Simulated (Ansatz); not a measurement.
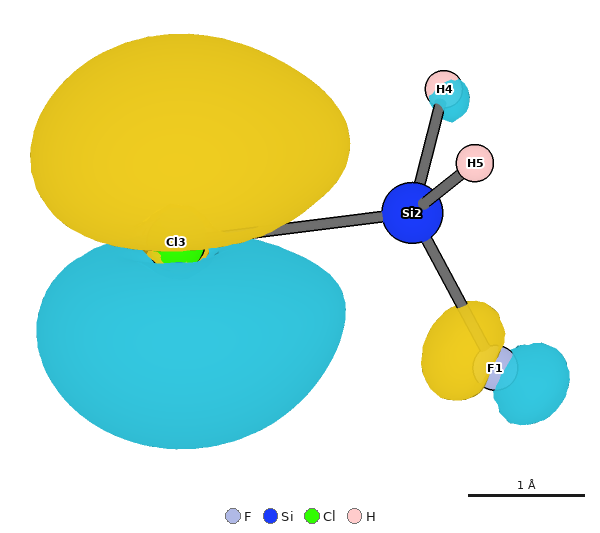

Figure 1: ClFH2Si (SMILES F[SiH2]Cl). The HOMO−1 at ±0.1 Å⁻³ᐟ² (yellow and cyan are the two phases), seen at a tilt.

Not at a stationary point (largest force 1.6 eV/Å).

Method: SCF B3LYP, Gaussian basis (Ansatz).

```json
{"atom": "F", "x (Å)": "-0.4693", "y (Å)": "0.1186", "z (Å)": "1.5419"}
{"atom": "Si", "x (Å)": "0.0652", "y (Å)": "-0.0766", "z (Å)": "0.0574"}
{"atom": "Cl", "x (Å)": "-1.0796", "y (Å)": "0.9779", "z (Å)": "-1.3120"}
{"atom": "H", "x (Å)": "0.0631", "y (Å)": "-1.5037", "z (Å)": "-0.2965"}
{"atom": "H", "x (Å)": "1.4705", "y (Å)": "0.4101", "z (Å)": "-0.0321"}
```

**Describe this orbital and give its energy.**

By Hirshfeld shares it lies mainly on Cl3 (about 90 %); largely a lone pair of Cl3. Its energy is −9.24 eV.
